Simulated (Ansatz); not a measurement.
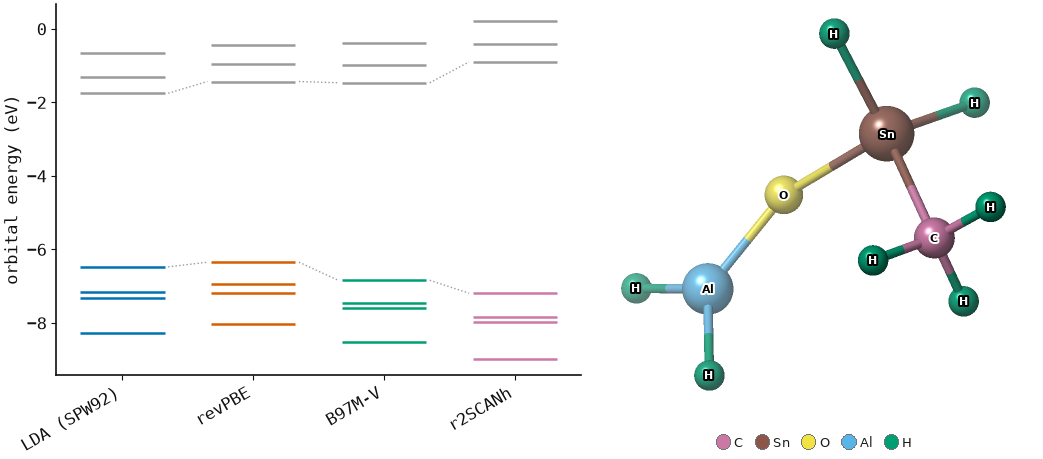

Frontier orbital energies of CH₇AlOSn, SMILES [CH3][SnH2][O][AlH2], singlet at one geometry, def2-TZVPP, the Ansatz code 0.2.0, at a PBE0-D4/def2-TZVP geometry (a minimum by its frequencies). Empty levels are grey, levels within 0.1 eV stand side by side; all columns show the same few orbitals around the gap. Dotted lines join the HOMOs and the LUMOs.

> How do the frontier levels move from column to column?

The separation grows from 4.72 eV (LDA (SPW92)) to 6.29 eV (r2SCANh).

```tsv
level	HOMO (eV)	LUMO (eV)	separation (eV)
LDA (SPW92)	−6.47	−1.75	4.72
revPBE	−6.35	−1.43	4.92
B97M-V	−6.84	−1.47	5.37
r2SCANh	−7.19	−0.90	6.29
```

Limits of at least one run: core potentials past krypton; empty levels above zero depend strongly on the basis; one conformer of a flexible molecule; spin-orbit coupling is left out, and with Sn it can shift these levels and split any degenerate set.
